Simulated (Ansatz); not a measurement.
**C2HF2Si (SMILES [C]#C[SiH](F)F) at UCCSD(T)/def2-SVPD**

Aim: the energy change on altering one bond length of C2HF2Si at UCCSD(T)/def2-SVPD, from 2 runs. 

The results are computed with Ansatz 0.2.0.

45 further runs of the same task are left out: 45 set aside as unsound or not needed.

**1. Starting point**

C2HF2Si has 6 atoms, charge 0, and is taken as a doublet. As SMILES, `[C]#C[SiH](F)F`. Geometry: relaxed at PBE0-D4/def2-TZVP.

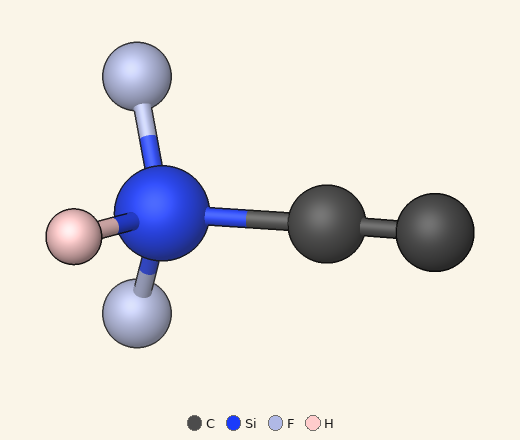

The structure, seen from a chosen angle (carbon dark grey, silicon blue, fluorine light blue, hydrogen pink).

**2. The energy at UCCSD(T)/def2-SVPD**

The input, in.yaml:

```yaml
crystal:
  periodic: [false, false, false]
  atoms:
    - {symbol: C, position_ang: [0.858400, -2.085100, 1.052200]}
    - {symbol: C, position_ang: [0.445300, -1.082600, 0.512900]}
    - {symbol: Si, position_ang: [-0.183000, 0.459200, -0.201300]}
    - {symbol: F, position_ang: [-1.479900, 0.138200, -1.044000]}
    - {symbol: F, position_ang: [0.904100, 1.043400, -1.187100]}
    - {symbol: H, position_ang: [-0.502800, 1.463000, 0.821300]}
basis:
  gaussian: {orbitals: def2-SVPD}
magnetization: {spin_polarized: true, initial_magnetization: 1}
correlation: {method: ccsd_t, frozen_orbitals: {C: 1, F: 1, H: 0, Si: 5}}
accuracy: high
scf: {omitted_lower_state_checks: [cluster_reference, increment]}
```

Run with:

```bash
ansatz run in.yaml --threads 1 --pin off --max-ram 3480MiB --events-out events.jsonl --progress --plain --runs-dir runs
```

The program printed (excerpt; [...] marks lines left out):

```text
Warning: RAYON_NUM_THREADS=1 ignored (pool sized by the plan → 1); use --threads N
Functional definition: HF
  name "HF"
[...]
2309 factors; integrals over basis functions are off by at most 3.2e-9 eV
[...]
mean field -15342.35570248 eV, -563.8211726439 hartree, gradient 8.1e-8 eV, S^2 1.185397; 4 other end points of the search recorded, 0 dependent functions left out
9 core orbitals not correlated: weight in the atoms' cores, before any rotation towards them, 1.000 or more for the frozen orbitals, at most 0.000 for the correlated occupied ones
reference -15342.35570248 eV, -563.8211726439 hartree; 14, 13 occupied and 95, 96 virtual orbitals, 2309 factors
second order -18.32035959 eV of doubles, -0.00000000 eV of singles
cycle   1  -18.49853533 eV  change   -1.8e-1 eV  update   1.3e-1
[...]
cycle  37  -19.54386729 eV  change   9.5e-10 eV  update  5.0e-10
perturbative correction -0.61619568 eV, -0.0226447736 hartree
Total energy: -15362.51576545 eV, -564.5620412930 hartree
Checks for a lower state left out: cluster_reference, increment
```

Wall time 4.7 min (1 thread of Intel Xeon Platinum 8259CL at 2.50GHz (Skylake/Cascade Lake), shared host); peak memory 2.5 GiB.

**3. The distorted shape at the same level**

The input, molecule.yaml:

```yaml
crystal:
  periodic: [false, false, false]
  atoms:
    - symbol: C
      position_ang: [2.414665, -1.699904, 2.063430]
    - symbol: C
      position_ang: [2.001565, -0.697404, 1.524130]
    - symbol: Si
      position_ang: [1.373265, 0.844396, 0.809930]
    - symbol: F
      position_ang: [-1.479900, 0.138200, -1.044000]
    - symbol: F
      position_ang: [2.460365, 1.428596, -0.175870]
    - symbol: H
      position_ang: [1.053465, 1.848196, 1.832530]
basis:
  gaussian: {orbitals: def2-SVPD}
magnetization: {spin_polarized: true, initial_magnetization: 1}
scf: {omitted_lower_state_checks: [cluster_reference, increment]}
accuracy: high
correlation: {method: ccsd_t, frozen_orbitals: {C: 1, F: 1, H: 0, Si: 5}}
```

Run with:

```bash
ansatz run molecule.yaml --threads 1 --pin off --max-ram 3480MiB --events-out events.jsonl --progress --plain --runs-dir runs
```

The program printed:

```text
Warning: RAYON_NUM_THREADS=1 ignored (pool sized by the plan → 1); use --threads N
[... 22 lines left out ...]
9 core orbitals not correlated: weight in the atoms' cores, before any rotation towards them, 1.000 or more for the frozen orbitals, at most 0.000 for the correlated occupied ones
[... 69 lines left out ...]
Total energy: -15356.27719677 eV, -564.3327781226 hartree
Checks for a lower state left out: cluster_reference, increment
```

Wall time 8.8 min (1 thread of Intel Xeon Platinum 8259CL at 2.50GHz (Skylake/Cascade Lake), shared host); peak memory 2.5 GiB.

**4. Summary of results**

At UCCSD(T)/def2-SVPD, 9 core orbitals frozen:

```
                                                          quantity          value
                                         first shape: total energy  -564.56204 Eh
          first shape: correlation energy (9 core orbitals frozen)     -740.9 mEh
                                       first shape: (T) correction     -22.64 mEh
                    first shape: ⟨S²⟩ of the reference determinant          1.185
                                        first shape: T1 diagnostic          0.041
                                     distorted shape: total energy  -564.33278 Eh
      distorted shape: correlation energy (9 core orbitals frozen)     -696.8 mEh
                                   distorted shape: (T) correction     -22.29 mEh
                distorted shape: ⟨S²⟩ of the reference determinant          2.162
                                    distorted shape: T1 diagnostic          0.054
energy change with the Si3–F4 bond stretched from 1.580 to 3.475 Å       6.239 eV
```

What this shows: With the Si3–F4 bond stretched from 1.580 to 3.475 Å the energy rises by 6.24 eV (144 kcal/mol). The first shape isn't relaxed at this level, so the change isn't measured from a minimum. ⟨S²⟩ (first shape) is 1.19 where a pure doublet has 0.75: the reference is spin-contaminated. The triples (first shape) make up 3.1 % of the correlation energy. ⟨S²⟩ (distorted shape) is 2.16 where a pure doublet has 0.75: the reference is spin-contaminated. The T1 diagnostic (distorted shape) of 0.054 is above the customary mark for such species, so a single reference may not serve. The triples (distorted shape) make up 3.2 % of the correlation energy.
